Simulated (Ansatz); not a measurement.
A periodic structure is given below.

```yaml
crystal:
  lattice:
    - [5.47009, 0.00000, 0.00000]
    - [0.00000, 5.47009, 0.00000]
    - [0.00000, 0.00000, 5.47009]
  atoms:
    - { symbol: Si, position: [0.25000, 0.25000, 0.25000] }
    - { symbol: Si, position: [0.50000, 0.00000, 0.50000] }
    - { symbol: Si, position: [0.25000, 0.75000, 0.75000] }
    - { symbol: Si, position: [0.50000, 0.50000, 0.00000] }
    - { symbol: Si, position: [0.75000, 0.25000, 0.75000] }
    - { symbol: Si, position: [0.00000, 0.00000, 0.00000] }
    - { symbol: Si, position: [0.75000, 0.75000, 0.25000] }
    - { symbol: Si, position: [0.00000, 0.50000, 0.50000] }
```

Say what kind of structure these coordinates give.

The element is silicon. It is face-centred cubic, space group Fd-3m (No. 227). It belongs to the family called diamond. The cell holds eight atoms. About every Si there are four Si in a tetrahedral arrangement at 2.37 Å. The bonds build a three-dimensional framework.

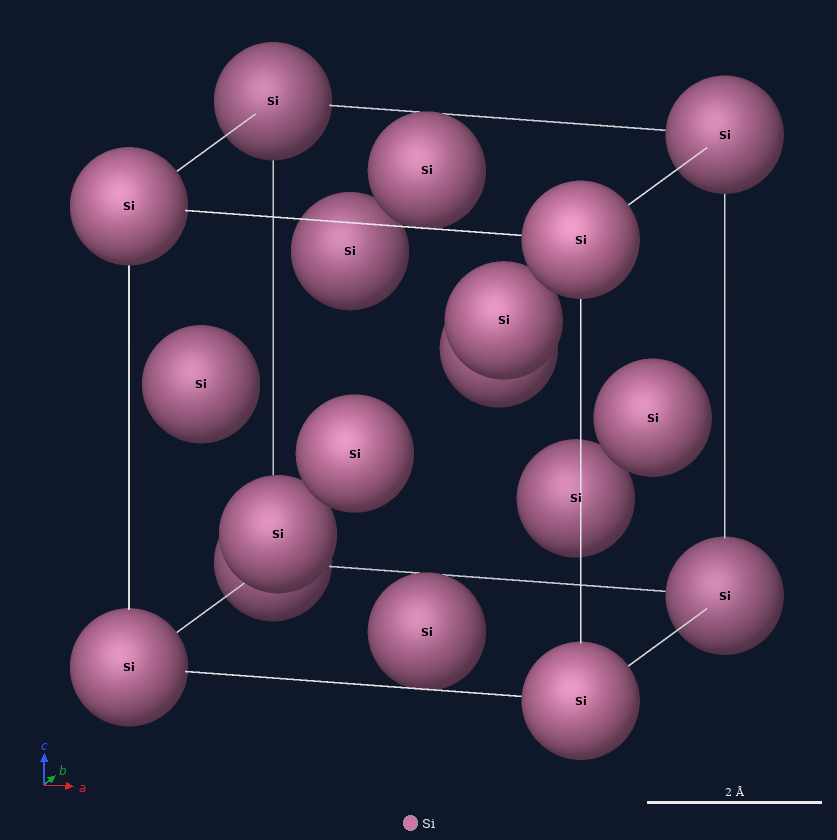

Spheres-only representation of a periodic structure, projected slightly off an axis. The parallelepiped is the conventional unit cell.

Starting structure: a structure listed in the Materials Project. The picture shows the end point of a geometry optimisation with Ansatz, DFT PBE, scalar-relativistic, plane waves, PAW.
